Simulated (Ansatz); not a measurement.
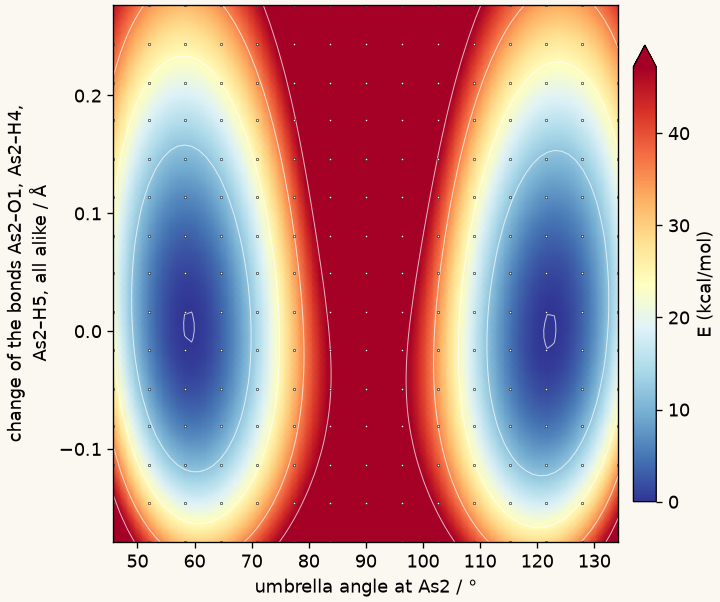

Energy landscape of AsH3O, SMILES O[AsH2]. The first coordinate is: umbrella angle at As2 (between each of its bonds and their common axis; 90 is planar); the second: change of the bonds As2–O1, As2–H4, As2–H5, all alike. Nothing is relaxed (all other coordinates rigid). Grid: 15 × 15 points. Points are written as (first, second). All energies are given in kcal/mol relative to the lowest grid point. Theory: RKS B3LYP-D4/def2-TZVP in Ansatz 0.2.0.

Drawn: a smooth colour map with a few white contour lines, dots at the grid points, one colour for all values above the top of the scale. Between grid points the surface is interpolated. 

Summarise what can be read from the map.

The lowest grid point is at (58.4°, 0.016 Å); the map holds 2 wells of about this depth. The highest grid point, (90.0°, 0.277 Å), lies 104 kcal/mol above the lowest. On the interpolated surface the easiest way out of the lowest well to a well of about the same depth near (121.6°, −0.016 Å) passes a barrier of about 55 kcal/mol. Round the minimum the two coordinates are weakly coupled (coupling 0.10 in units of the two stiffnesses).

The input of one point:

```yaml
crystal:
  periodic: [false, false, false]
  atoms:
    - { symbol: O, position_ang: [1.131523, -1.253292, -0.84679] }
    - { symbol: As, position_ang: [0.010464, 0.194673, -0.739943] }
    - { symbol: H, position_ang: [1.40422, -1.351664, -1.764992] }
    - { symbol: H, position_ang: [-0.867406, -0.172028, -1.959941] }
    - { symbol: H, position_ang: [0.88066, 1.154178, -1.585945] }
basis:
  gaussian: { orbitals: def2-TZVP }
hamiltonian:
  xc: { name: B3LYP }
  dispersion: d4
output:
  forces: true
```

Each point was launched as `ansatz run input.yaml --threads 1 --pin off --max-ram 2560MiB --backend cpu --events-out ev --progress --plain --runs-dir out`. The whole map (225 points run) took 15 min on 1 thread of Arm Neoverse N1, on a shared host.
